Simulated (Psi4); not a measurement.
# SiH2ClO (SMILES O[SiH]Cl) at U-revPBE/def2-TZVP

What is the energy change on altering one bond length of SiH2ClO at U-revPBE/def2-TZVP? 

Program for the calculation: Psi4 1.11.

3 further runs of the same task are left out: 1 that didn't finish, 2 set aside as unsound or not needed.

## Step 1: The structure to begin with

SiH2ClO has 5 atoms, charge 0, and is taken as a doublet. As SMILES, `O[SiH]Cl`. The shape is that of a PBE0-D4/def2-TZVP optimisation. This is one conformer, not always the lowest.

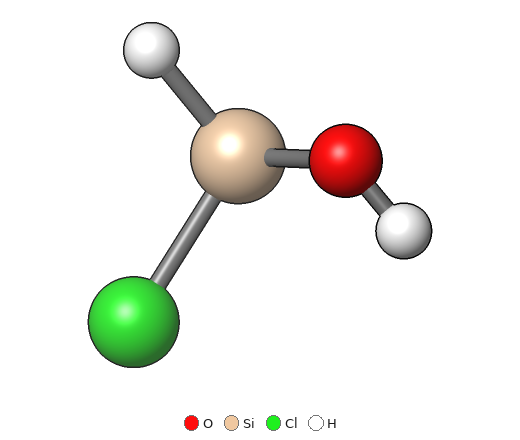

Viewed from a chosen angle; oxygen red, silicon light orange, chlorine green, hydrogen white.

## Step 2: Energy and forces at U-revPBE/def2-TZVP

File job.json:

```json
{
 "schema_name": "qcschema_input",
 "schema_version": 1,
 "molecule": {
  "schema_name": "qcschema_molecule",
  "schema_version": 2,
  "symbols": ["O", "Si", "Cl", "H", "H"],
  "geometry": [-1.52330823, -0.81636169, -1.41068055, -0.17442172, 0.90669059, 0.78234662, 3.03603399, -0.83299128, 2.1610908, -1.93526852, -2.53828013, -1.02045211, 0.59715346, 3.28113147, -0.51230475],
  "molecular_charge": 0,
  "molecular_multiplicity": 2,
  "fix_symmetry": "c1"
 },
 "driver": "gradient",
 "model": {
  "method": "revpbe",
  "basis": "def2-TZVP"
 },
 "keywords": {
  "reference": "uks",
  "puream": true,
  "e_convergence": 1e-09,
  "d_convergence": 1e-08,
  "scf_type": "pk",
  "dft_radial_points": 99,
  "dft_spherical_points": 590,
  "maxiter": 200,
  "scf_properties": ["MULLIKEN_CHARGES", "MAYER_INDICES", "DIPOLE"]
 }
}
```

On the command line:

```console
$ psi4 --qcschema job.json -n 1 --memory 1600MB
```

stdout:

```text
[...]
  Running in c1 symmetry.
[...]
  Nuclear repulsion =  141.009385007130675
[...]
  Multiplicity = 2
[...]
  Nalpha       = 21
  Nbeta        = 20
[...]
    Number of basis functions: 117
[...]
   @UKS iter   1:  -825.78966783652936   -5.14508e-02   7.50456e-03 DIIS/ADIIS
[...]
   @UKS iter  14:  -826.05350192287312   -1.13687e-12   4.27705e-09 DIIS
[...]
   @S^2 Observed:                7.520272709E-01
[...]
  @UKS Final Energy:  -826.05350192287312
   => Energetics <=
    Nuclear Repulsion Energy =            141.0093850071306747
    One-Electron Energy =               -1422.4423123036840479
    Two-Electron Energy =                 513.7736318961176494
    DFT Exchange-Correlation Energy =     -58.3942065224374431
    Empirical Dispersion Energy =           0.0000000000000000
    VV10 Nonlocal Energy =                  0.0000000000000000
    Total Energy =                       -826.0535019228731244
[...]
 Multipole Moments:
 ------------------------------------------------------------------------------------
     Multipole            Electronic (a.u.)      Nuclear  (a.u.)        Total (a.u.)
 ------------------------------------------------------------------------------------
 L = 1.  Multiply by 2.5417464519 to convert [e a0] to [Debye]
 Dipole X            :          2.2177242           -2.6275711           -0.4098469
 Dipole Y            :         -1.1809596            0.8840190           -0.2969406
 Dipole Z            :          2.2817353           -2.2746315            0.0071038
 Magnitude           :                                                    0.5061607
[...]
  Mulliken Charges: (a.u.)
   Center  Symbol    Alpha    Beta     Spin     Total
       1     O     4.25309  4.18102  0.07207 -0.43411
       2    SI     7.20392  6.44010  0.76382  0.35598
       3    CL     8.65047  8.57486  0.07560 -0.22533
       4     H     0.34345  0.34433 -0.00088  0.31222
       5     H     0.54907  0.45968  0.08939 -0.00876
   Total alpha = 21.00000, Total beta = 20.00000, Total charge = -0.00000
  Mayer Bond Indices:
  Total Bond Index:
[...]
  -Total Gradient:
     Atom            X                  Y                   Z
    ------   -----------------  -----------------  -----------------
       1        0.004920233843    -0.002185655187     0.013881802353
       2        0.001461983690    -0.007509118405    -0.010432873095
       3       -0.007669130945     0.003506819968    -0.003632456547
       4        0.002418472663     0.009912524144    -0.002353141856
       5       -0.001116421929    -0.003710203871     0.002552238029
[...]
```

The result, in JSON:

```text
{
 "driver": "gradient",
 "model": {
  "method": "revpbe",
  "basis": "def2-TZVP"
 },
 "success": true,
 "return_result": [0.004920233842632675, -0.002185655186678792, 0.013881802352590178, 0.0014619836898703692, -0.007509118404686127, -0.01043287309525634, -0.0076691309450339085, 0.0035068199684183538, -0.0036324565469785103, 0.0024184726632517917, 0.009912524143794788, -0.002353141856378242, -0.0011164219289065622, -0.0037102038711940427, 0.002552238029045001],
 "properties": {
  "calcinfo_nbasis": 117,
  "calcinfo_nmo": 117,
  "calcinfo_nalpha": 21,
  "calcinfo_nbeta": 20,
  "calcinfo_natom": 5,
  "nuclear_repulsion_energy": 141.00938500713067,
  "return_energy": -826.0535019228731,
  "return_gradient": [0.004920233842632675, -0.002185655186678792, 0.013881802352590178, 0.0014619836898703692, -0.007509118404686127, -0.01043287309525634, -0.0076691309450339085, 0.0035068199684183538, -0.0036324565469785103, 0.0024184726632517917, 0.009912524143794788, -0.002353141856378242, -0.0011164219289065622, -0.0037102038711940427, 0.002552238029045001],
  "scf_one_electron_energy": -1422.442312303684,
  "scf_two_electron_energy": 513.7736318961176,
  "scf_xc_energy": -58.39420652243744,
  "scf_dipole_moment": [-0.40984687582863133, -0.29694059919651794, 0.007103820796720228],
  "scf_total_energy": -826.0535019228731,
  "scf_total_gradient": [0.004920233842632675, -0.002185655186678792, 0.013881802352590178, 0.0014619836898703692, -0.007509118404686127, -0.01043287309525634, -0.0076691309450339085, 0.0035068199684183538, -0.0036324565469785103, 0.0024184726632517917, 0.009912524143794788, -0.002353141856378242, -0.0011164219289065622, -0.0037102038711940427, 0.002552238029045001],
  "scf_iterations": 14
 }
}
```

Wall time 34 s (1 thread of Intel Xeon 6975P-C (Granite Rapids), shared host); peak memory 0.68 GiB.

## Step 3: The distorted shape, same level

File calc.dat:

```
memory 1600 MB

molecule {
  0 2
  O     -1.655571     0.028311    -1.111309
  Si    -0.941771     0.940111     0.049191
  Cl     1.606600    -0.440800     1.143600
  H     -1.873571    -0.882889    -0.904809
  H     -0.533471     2.196611    -0.635909
  symmetry c1
}

set {
  basis                def2-TZVP
  reference            uks
  puream               true
  e_convergence        1e-09
  d_convergence        1e-08
  scf_type             pk
  dft_radial_points    99
  dft_spherical_points 590
  maxiter              200
}

E, wfn = gradient("revpbe", return_wfn=True)
oeprop(wfn, "QUADRUPOLE", "MULLIKEN_CHARGES", "LOWDIN_CHARGES", title="REVPBE")
```

On the command line:

```console
$ psi4 calc.dat calc.out -n 1
```

calc.out, cut to the lines that bear on the results:

```text
[...]
  Running in c1 symmetry.
[...]
  Nuclear repulsion =  113.915257946191787
[...]
  Multiplicity = 2
[...]
  Nalpha       = 21
  Nbeta        = 20
[...]
    Number of basis functions: 117
[...]
   @UKS iter   1:  -825.69467992537955   -2.86376e-01   7.62758e-03 ADIIS/DIIS
[...]
   @UKS iter  16:  -825.97983281766221   -6.02540e-12   8.72574e-09 DIIS
[...]
   @S^2 Observed:                7.602748020E-01
[...]
  @UKS Final Energy:  -825.97983281766221
   => Energetics <=
    Nuclear Repulsion Energy =            113.9152579461917867
    One-Electron Energy =               -1368.3402508255348948
    Two-Electron Energy =                 486.7038758986776656
    DFT Exchange-Correlation Energy =     -58.2587158369967284
    Empirical Dispersion Energy =           0.0000000000000000
    VV10 Nonlocal Energy =                  0.0000000000000000
    Total Energy =                       -825.9798328176622135
[...]
  -Total Gradient:
     Atom            X                  Y                   Z
    ------   -----------------  -----------------  -----------------
       1       -0.002391839201    -0.011361441545     0.007603744124
       2       -0.027882634454     0.021053395305    -0.023409296604
       3        0.028766505271    -0.015280600235     0.012673039635
       4        0.003112206153     0.012412432221    -0.003175047674
       5       -0.001597558877    -0.006845153889     0.006305562097
[...]
 Multipole Moments:
 ------------------------------------------------------------------------------------
     Multipole            Electronic (a.u.)      Nuclear  (a.u.)        Total (a.u.)
 ------------------------------------------------------------------------------------
 L = 1.  Multiply by 2.5417464519 to convert [e a0] to [Debye]
 Dipole X            :          1.8891863           -3.7670356           -1.8778494
 Dipole Y            :         -1.0483568            1.5014716            0.4531148
 Dipole Z            :          2.0631409           -2.7639794           -0.7008386
 Magnitude           :                                                    2.0549467
 L = 2.  Multiply by 1.3450342976 to convert [e a0^2] to [Debye ang]
 Quadrupole XX       :       -317.0119476          293.0389983          -23.9729494
 Quadrupole XY       :         87.8271666          -86.0544132            1.7727534
[...]
  Mulliken Charges: (a.u.)
   Center  Symbol    Alpha    Beta     Spin     Total
[...]
```

It took 32 s on 1 thread of Intel Xeon 6975P-C (Granite Rapids), shared host; peak memory 0.7 GiB.

## Step 4: Outcome

At U-revPBE/def2-TZVP:

| quantity | value |
| --- | --- |
| first shape: total energy | -826.05350 Eh |
| first shape: dipole moment | 1.29 D |
| first shape: HOMO energy (highest over α and β) | -5.03 eV |
| first shape: LUMO energy (lowest over α and β) | -3.22 eV |
| first shape: ⟨S²⟩ | 0.752 |
| first shape: largest force on an atom | 0.766 eV/Å |
| distorted shape: total energy | -825.97983 Eh |
| distorted shape: dipole moment | 5.22 D |
| distorted shape: HOMO energy (highest over α and β) | -6.10 eV |
| distorted shape: LUMO energy (lowest over α and β) | -5.21 eV |
| distorted shape: ⟨S²⟩ | 0.760 |
| distorted shape: largest force on an atom | 2.163 eV/Å |
| energy change with the Si2–Cl3 bond stretched from 2.065 to 3.098 Å | 2.005 eV |

What this shows: With the Si2–Cl3 bond stretched from 2.065 to 3.098 Å the energy rises by 2.00 eV (46 kcal/mol). The first shape isn't relaxed at this level, so the change isn't measured from a minimum. The largest force (first shape) is 0.77 eV/Å: the shape isn't a stationary point for this species at this level.
